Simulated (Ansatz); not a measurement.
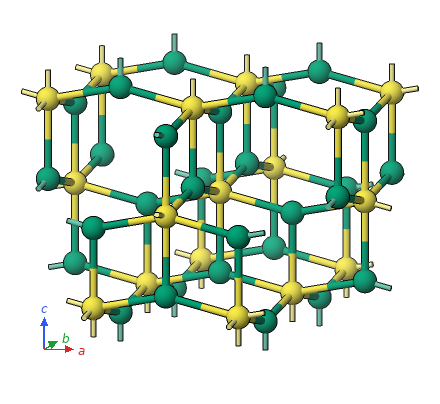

A cut-out of a periodic net derived from a crystal structure. Nodes are coloured by topological kind. Short stubs are edges that leave the cut-out.

**Describe the net.**

A binodal (3,6)-connected, three-periodic net. It is the ant net, known from anatase.

**Give point symbol and coordination sequence of each kind of node.**

3-connected node: 4^2.6, sequence 3, 13, 16, 54, 42, 119; 6-connected node: 4^4.6^2.8^8.10, sequence 6, 8, 32, 28, 84, 60.

Origin of the net. System TiO2 (space group I4_1/amd, No. 141); source of the atomic positions: the input geometry of an electronic-structure calculation (not necessarily at equilibrium). Bonds are taken as O–Ti below 2.2 Å. Atoms with one bond or none are removed and atoms with two bonds are replaced by edges, until no such atom is left. O is a 3-connected node; Ti is a 6-connected node, in the ratio 2:1.
